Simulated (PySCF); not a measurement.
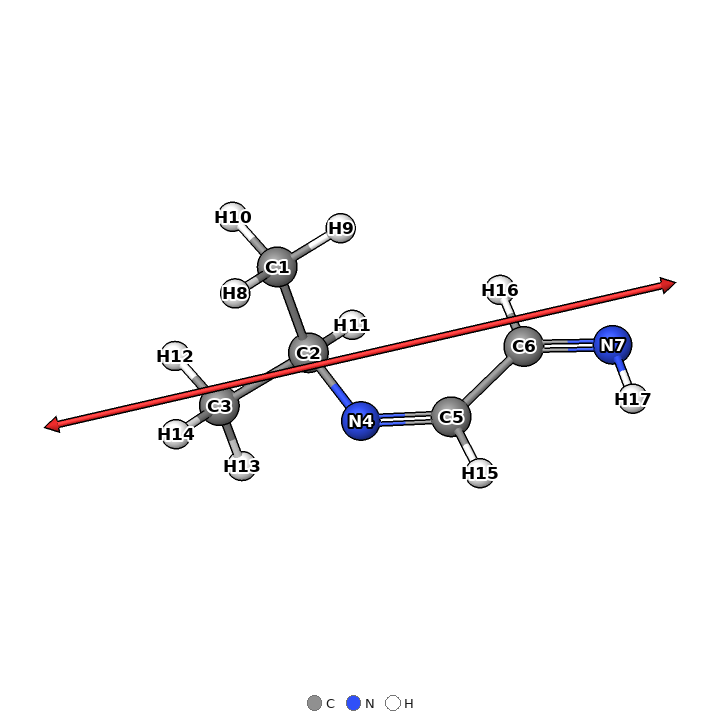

The double arrow shows the direction of the transition dipole to excited singlet state 5 (its length means nothing). The computed structure is the end point of a GFN2-xTB optimisation. No frequency run is at hand to confirm it as a minimum. Properties computed with TDDFT PBE0/def2-SVPD, vertical, gas phase, core orbitals frozen in the response (PySCF 2.14.0).

How is the transition polarised?

Close to the long direction C3···N7.

Where does the transition lie, and how strong is it?

6.73 eV (184 nm), oscillator strength 0.023, mainly HOMO−3 → LUMO (weight 0.78); transition dipole 0.96 D.
